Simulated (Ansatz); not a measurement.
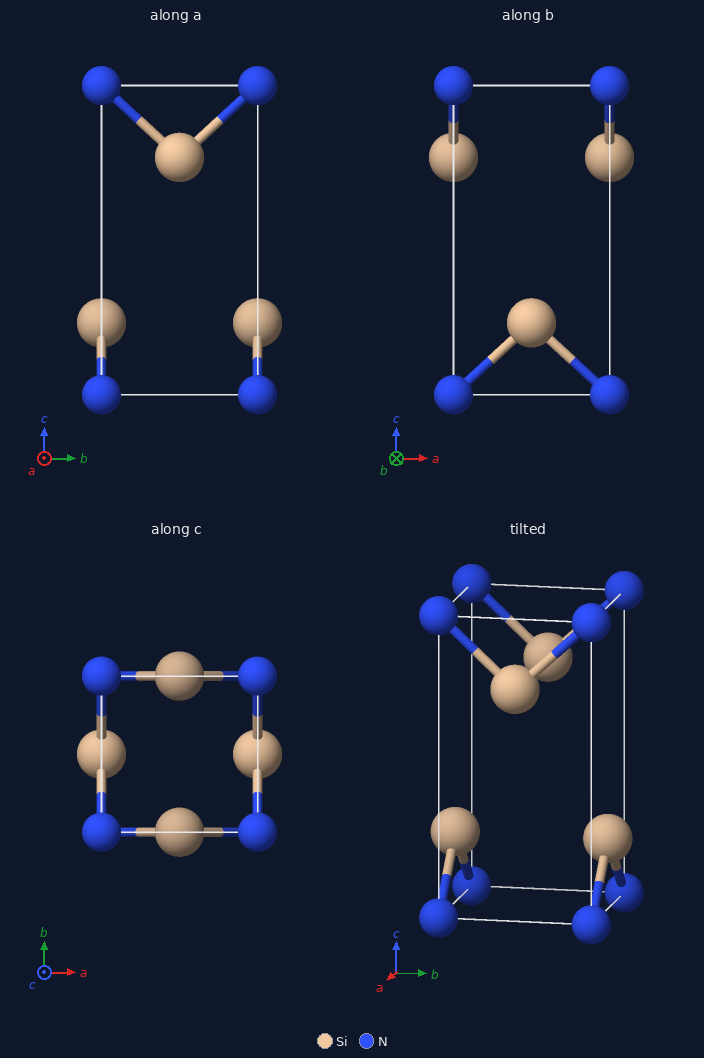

Ball-and-stick representation of a periodic structure, projected along the a axis, along the b axis, along the c axis and slightly off an axis. The frame is the conventional unit cell; atoms at its boundary are shown with their periodic copies.

Lattice parameters: a = 2.735 Å, b = 2.735 Å, c = 5.417 Å, α = 90.00°, β = 90.00°, γ = 90.00°.

Reconstruct the structure as a table of Wyckoff sites, with free fractional coordinates to two decimals.

Answer. Space group P-4m2 (No. 115).
| atom | site | x | y | z |
| --- | --- | --- | --- | --- |
| Si | 2g | 0.50 | 0.00 | 0.23 |
| N | 1a | 0.00 | 0.00 | 0.00 |

Starting structure: a random cell made by a generator, so it need not be a real form of the compound. It is drawn as it came out of a relaxation with DFT PBE, scalar-relativistic, plane waves, PAW (Ansatz 0.2.0).
